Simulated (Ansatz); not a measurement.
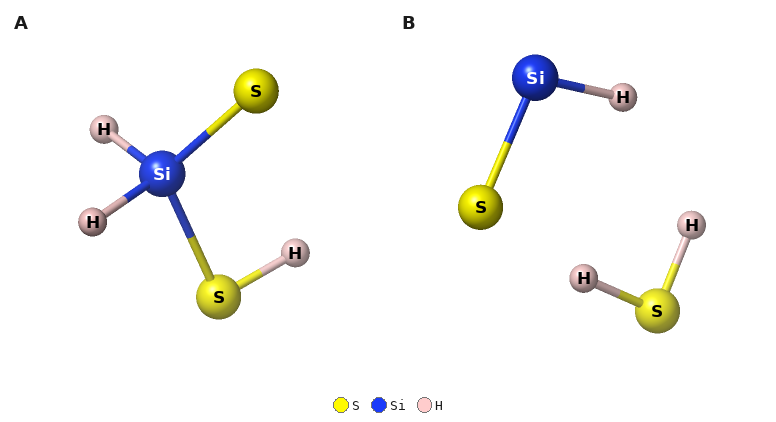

2 stationary structures of one formula. The species has charge −1 and is a spin singlet. Geometries: PBE0-D4/def2-TZVPD. Electronic energies: RHF-CCSD(T) (frozen core)/def2-TZVPPD (Ansatz 0.2.0), without zero-point energy. No frequency run is at hand to confirm each as a minimum.

**Which is lowest in energy, and by how much?**

A is lowest (C1); B lies 200.1 kJ/mol above it (Cs).
